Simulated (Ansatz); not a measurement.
System: CdMo.

The calculation's input:

```
crystal:
  lattice:
    - [3.2831460076, 0.0, 0.0]
    - [0.0, 3.2831460076, 0.0]
    - [0.0, 0.0, 3.2831460076]
  atoms:
    - { symbol: Cd, position: [0.5, 0.5, 0.5] }
    - { symbol: Mo, position: [0.0, 0.0, 0.0] }
basis:
  ecutwfc: 420
kpoints:
  mp_grid: { grid: [16, 16, 16] }
hamiltonian:
  xc: pbe
scf:
  occupations: { method: gaussian, width: 0.1 }
output:
  forces: true
  stress: true
  eigenvalues: true
  write_density: true
  write_potential: true
  elf: true
  volumetric_format: npy
relax:
  adjacent_minimum: "off"
  f_tol: 0.01
  max_steps: 80
  cell: { stress_tol: 0.05 }
```

Run with:

```sh
ansatz run input.yaml --threads 1 --pin off --max-ram 2048MiB --backend cpu --events-out ev --progress --plain --runs-dir out
```

Below, planes, directions and counts refer to the conventional cell (a = 3.28 Å, b = 3.28 Å, c = 3.28 Å, α = 90.00°, β = 90.00°, γ = 90.00°).

The fields are those of the relaxed geometry.

Space group Pm-3m; a structure generated by program, which may or may not match a known phase; computed without spin polarisation.

The calculation used Ansatz, DFT PBE, scalar-relativistic, plane waves, PAW.

Question: What can the converged valence pseudo-density and electron localisation function tell about the bonding?

Answer: Cd–Mo (2.84 Å): ρ at the midpoint is about 0.26 e/Å³; the ELF is about 0.25 at the midpoint (no shared electron pair shows on this line).

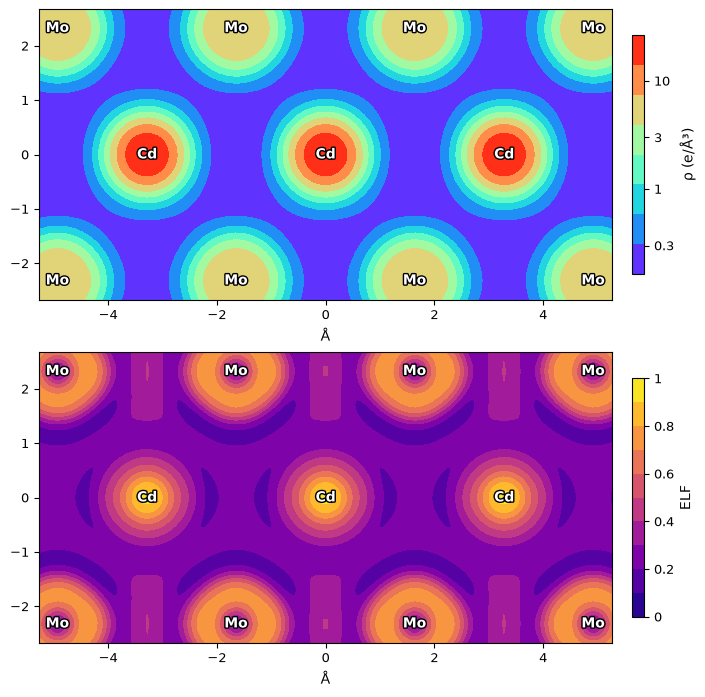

Computed valence pseudo-density and electron localisation function on the (011) plane of the conventional cell, in this order. 
